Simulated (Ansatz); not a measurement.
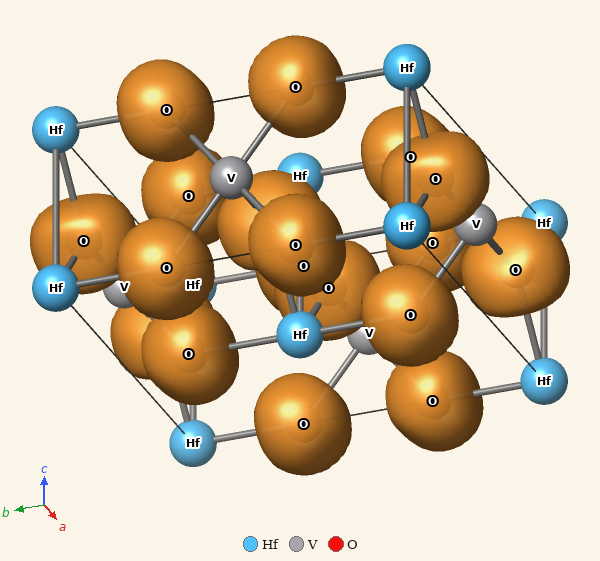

The picture shows: HfVO$_{4}$. Isosurface of the electron localisation function at 0.65 (orange), seen at an oblique angle. Only the valence region is drawn (cores and ρ < 0.01 e/Å³ removed). Sticks mark near contacts.

Space group Cmmm; a structure generated by program, which may or may not match a known phase; spin-polarised.

Theory: DFT PBE, scalar-relativistic, plane waves, PAW in Ansatz.

Core electrons are frozen (PAW), and the valence fields are smoothed inside the atomic spheres.

Q: Describe the localisation domains.

A: The surface consists of eight regions wrapped around O (the valence shell of each), counted in one cell of 12 atoms. Regions shared between cells count once. Along the contacts the grid gives the following. V–O (1.92 Å): the ELF peaks at about 0.85 in the valence shell of O, 0.6 Å from its nucleus, and is about 0.20 at the midpoint: no localised pair shows between them. Hf–O (2.08 Å): the ELF peaks at about 0.80 in the valence shell of O, 0.6 Å from its nucleus, and drops to about 0.20 between the two atoms; no shared electron pair shows on this line.
